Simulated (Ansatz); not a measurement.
# wB97X/STO-3G run of InCl (SMILES [Cl][In])

What is the electronic atomisation energy of InCl at wB97X/STO-3G? 

The calculation is run with Ansatz 0.2.0.

34 further runs of the same task are left out: 5 that didn't finish, 29 set aside as unsound or not needed.

### Step 1. Starting point

InCl: 2 atoms, total charge 0, spin state singlet. SMILES: `[Cl][In]`. The shape comes from GFN2-xTB, which is rough for such elements, and wasn't checked as a minimum.

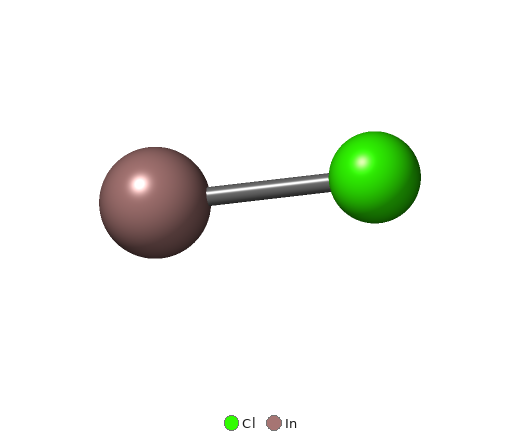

Viewed from a chosen angle; chlorine green, indium brown.

### Step 2. A single-point energy at wB97X/STO-3G

Contents of run.yaml:

```yaml
crystal:
  periodic: [false, false, false]
  atoms:
    - symbol: Cl
      position_ang: [0.000000, 0.000000, 0.000000]
    - symbol: In
      position_ang: [0.000000, 0.000000, 2.385660]
basis:
  gaussian:
    orbitals: STO-3G
hamiltonian:
  xc: {name: wB97X}
accuracy: high
```

Started as:

```sh
$ ansatz run run.yaml --threads 1 --pin off --max-ram 2610MiB --events-out events.jsonl --progress --plain --runs-dir runs
```

Log:

```text
Warning: RAYON_NUM_THREADS=1 ignored (pool sized by the plan → 1); use --threads N
Functional definition: wB97X
  name "wB97X"
  parameter omega = 0.3/bohr
  parameter cx = 0.157706
  parameter cx1 = 0.726479
  parameter cx2 = 1.04760
  parameter cx3 = -5.70635
  parameter cx4 = 13.2794
  parameter css1 = -4.33879
  parameter css2 = 18.2308
  parameter css3 = -31.7430
  parameter css4 = 17.2901
  parameter cos1 = 2.37031
  parameter cos2 = -11.3995
  parameter cos3 = 6.58405
  parameter cos4 = -3.78132
  exchange = spin_sum(e_x_unif_sr(omega)*poly(b97_u_x, 1 - cx, cx1, cx2, cx3, cx4)) + cx*exact_x_sr(omega)
      + exact_x_lr(omega)
  correlation = spin_sum(e_c_pw_same_spin*poly(b97_u_same, 1, css1, css2, css3, css4))
      + integral(e_c_pw_opposite_spin*poly(b97_u_opposite, 1, cos1, cos2, cos3, cos4))
637 factors; integrals over basis functions are off by at most 7.3e-9 eV
128 factors; integrals over basis functions are off by at most 6.7e-10 eV
mean field evaluation 1: about -167083.4401 eV, gradient 1.0e1 eV
mean field evaluation 2: about -167084.4382 eV, gradient 2.0e0 eV
mean field evaluation 4: about -167084.4690 eV, gradient 7.4e-2 eV
mean field evaluation 8: about -167084.4387 eV, gradient 1.9e-3 eV
mean field evaluation 16: about -167084.4387 eV, gradient 1.1e-8 eV
mean field -167084.43872477 eV, -6140.2398692350 hartree, gradient 1.0e-8 eV, S^2 0.000000; 0 other end points of the search recorded, 0 dependent functions left out
reference -167084.43872337 eV, -6140.2398691837 hartree; 33, 33 occupied and 3, 3 virtual orbitals, 637 factors
Total energy: -167084.43872337 eV, -6140.2398691837 hartree
```

Run time: 5.4 s. Hardware: 1 thread of Arm Neoverse V2, shared host; peak memory 0.23 GiB.

### Step 3. The Cl atom, same level

Contents of molecule.yaml:

```yaml
crystal:
  periodic: [false, false, false]
  atoms:
    - {symbol: Cl, position_ang: [0.000000, 0.000000, 0.000000]}
basis:
  gaussian:
    orbitals: STO-3G
magnetization:
  spin_polarized: true
  initial_magnetization: 1
hamiltonian:
  xc: {name: wB97X}
accuracy: high
```

Started as:

```sh
$ ansatz run molecule.yaml --threads 1 --pin off --max-ram 2610MiB --events-out events.jsonl --progress --plain --runs-dir runs
```

Log:

```text
Warning: RAYON_NUM_THREADS=1 ignored (pool sized by the plan → 1); use --threads N
[... 17 set-up lines as earlier in the session ...]
      + exact_x_lr(omega)
[... 1 set-up line as earlier in the session ...]
      + integral(e_c_pw_opposite_spin*poly(b97_u_opposite, 1, cos1, cos2, cos3, cos4))
42 factors; integrals over basis functions are off by at most 4.6e-9 eV
23 factors; integrals over basis functions are off by at most 7.5e-10 eV
mean field evaluation 1: about -12384.8124 eV, gradient 1.9e-1 eV
mean field evaluation 2: about -12384.8125 eV, gradient 8.7e-3 eV
mean field evaluation 4: about -12384.8060 eV, gradient 7.7e-7 eV
mean field evaluation 8: about -12384.8060 eV, gradient 2.0e-9 eV
mean field -12384.80599005 eV, -455.1332254112 hartree, gradient 2.0e-9 eV, S^2 0.750000; 0 other end points of the search recorded, 0 dependent functions left out
reference -12384.80598940 eV, -455.1332253874 hartree; 9, 8 occupied and 0, 1 virtual orbitals, 42 factors
Total energy: -12384.80598940 eV, -455.1332253874 hartree
```

Run time: 1.3 s. Hardware: 1 thread of Arm Neoverse V2, shared host; peak memory 0.17 GiB.

### Step 4. The In atom

Contents of in.yaml:

```yaml
crystal:
  periodic: [false, false, false]
  atoms:
    - {symbol: In, position_ang: [0.000000, 0.000000, 0.000000]}
basis:
  gaussian: {orbitals: STO-3G}
magnetization: {spin_polarized: true, initial_magnetization: 1}
hamiltonian: {xc: {name: wB97X}}
accuracy: high
```

Run the same way, it converges to -5684.87055 Eh (log not shown).

### Step 5. Summary of results

At wB97X/STO-3G:

```
                     quantity           value
       molecule: total energy  -6140.23987 Eh
        Cl atom: total energy   -455.13323 Eh
                Cl atom: ⟨S²⟩           0.750
        In atom: total energy  -5684.87055 Eh
                In atom: ⟨S²⟩           0.750
electronic atomisation energy        6.424 eV
```

Taking the molecule apart into free atoms costs 6.42 eV (620 kJ/mol), before zero-point energy and without spin-orbit coupling. In a minimal basis such a difference can be off by several eV, whatever the method. Relativity is left out (molecule) although the molecule holds a heavy atom. Relativity is left out (In atom) although the molecule holds a heavy atom.
